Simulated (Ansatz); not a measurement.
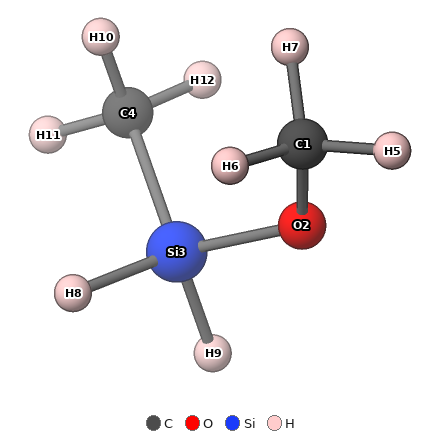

The system is C2H8OSi, SMILES CO[SiH2]C; the picture shows the reference structure. First axis: dihedral C1–O2–Si3–C4. Second axis: dihedral H5–C1–O2–Si3. Nothing is relaxed (all other coordinates rigid). Grid: 12 × 13 points. Energies: meV, counted from the relaxed molecule at the same level. These are results of RKS PBE-D4/def2-SVP in Ansatz 0.2.0, not measurements.

Its coordinates:

```yaml
atoms:
  - { symbol: C, position_ang: [0.0966, 1.6130, -1.0255] }
  - { symbol: O, position_ang: [0.7350, 0.3547, -1.0578] }
  - { symbol: Si, position_ang: [0.8272, -0.6564, 0.2873] }
  - { symbol: C, position_ang: [-0.8643, -1.2936, 0.8191] }
  - { symbol: H, position_ang: [0.2701, 2.1269, -1.9940] }
  - { symbol: H, position_ang: [0.4932, 2.2716, -0.2161] }
  - { symbol: H, position_ang: [-1.0068, 1.5290, -0.8820] }
  - { symbol: H, position_ang: [1.4657, 0.0869, 1.4395] }
  - { symbol: H, position_ang: [1.7112, -1.7900, -0.1419] }
  - { symbol: H, position_ang: [-1.5305, -0.4675, 1.1413] }
  - { symbol: H, position_ang: [-0.7593, -1.9932, 1.6744] }
  - { symbol: H, position_ang: [-1.3612, -1.8365, -0.0103] }
```

Range: dihedral C1–O2–Si3–C4 from −180 to 150°; dihedral H5–C1–O2–Si3 from 84 to 264°.

What will the energy surface look like?

The lowest grid point is at dihedral C1–O2–Si3–C4 = 60°, dihedral H5–C1–O2–Si3 = 174°, 1.5 meV from the relaxed molecule at the same level. There are further wells near dihedral C1–O2–Si3–C4 = −180°, dihedral H5–C1–O2–Si3 = 174° (14 meV above the lowest at that grid point); dihedral C1–O2–Si3–C4 = −60°, dihedral H5–C1–O2–Si3 = 189° (31 meV above the lowest at that grid point). The highest grid point, dihedral C1–O2–Si3–C4 = 0°, dihedral H5–C1–O2–Si3 = 99°, lies 121 meV above the lowest. On the interpolated surface the easiest way out of the lowest well to the well at dihedral C1–O2–Si3–C4 = −180°, dihedral H5–C1–O2–Si3 = 174° passes a barrier of about 62 meV. Round the minimum the valley is somewhat tilted: raising dihedral C1–O2–Si3–C4 shifts the best value of dihedral H5–C1–O2–Si3 downwards (coupling k₁₂/√(k₁₁k₂₂) about 0.3).

| dihedral H5–C1–O2–Si3 ↓, dihedral C1–O2–Si3–C4 → | −180 | −150 | −120 | −90 | −60 | −30 | 0 | 30 | 60 | 90 | 120 | 150 |
| --- | --- | --- | --- | --- | --- | --- | --- | --- | --- | --- | --- | --- |
| 264 | 52 | 50 | 75 | 76 | 74 | 105 | 119 | 83 | 34 | 40 | 79 | 82 |
| 249 | 60 | 56 | 68 | 69 | 76 | 111 | 118 | 84 | 39 | 43 | 72 | 78 |
| 234 | 59 | 63 | 64 | 56 | 67 | 110 | 114 | 76 | 38 | 46 | 67 | 66 |
| 219 | 47 | 63 | 65 | 44 | 52 | 99 | 108 | 63 | 29 | 44 | 64 | 53 |
| 204 | 31 | 56 | 66 | 38 | 38 | 84 | 100 | 50 | 16 | 37 | 63 | 43 |
| 189 | 18 | 44 | 66 | 40 | 32 | 72 | 93 | 44 | 5 | 29 | 62 | 41 |
| 174 | 15 | 34 | 65 | 48 | 37 | 70 | 92 | 46 | 2 | 22 | 63 | 47 |
| 159 | 23 | 31 | 63 | 58 | 49 | 78 | 97 | 57 | 8 | 20 | 64 | 58 |
| 144 | 39 | 37 | 62 | 65 | 63 | 93 | 106 | 70 | 20 | 26 | 65 | 68 |
| 129 | 54 | 51 | 63 | 65 | 72 | 108 | 114 | 80 | 34 | 37 | 66 | 72 |
| 114 | 61 | 66 | 68 | 60 | 73 | 116 | 120 | 81 | 42 | 48 | 69 | 69 |
| 99 | 58 | 75 | 77 | 56 | 65 | 114 | 123 | 77 | 41 | 55 | 75 | 64 |
| 84 | 48 | 73 | 86 | 57 | 58 | 105 | 122 | 71 | 34 | 55 | 81 | 61 |

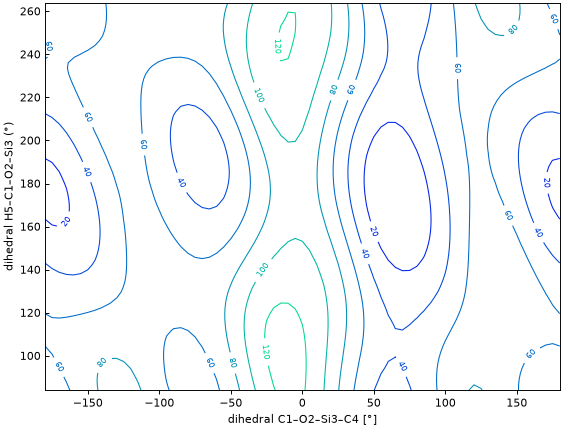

Drawn: contour lines labelled in meV. Between grid points the surface is interpolated.

Each point was launched as `ansatz run input.yaml --threads 1 --pin off --max-ram 2560MiB --backend cpu --events-out ev --progress --plain --runs-dir out`. Time for the 156 points that were run: 12 min on 1 thread of Arm Neoverse V1, on a shared host.
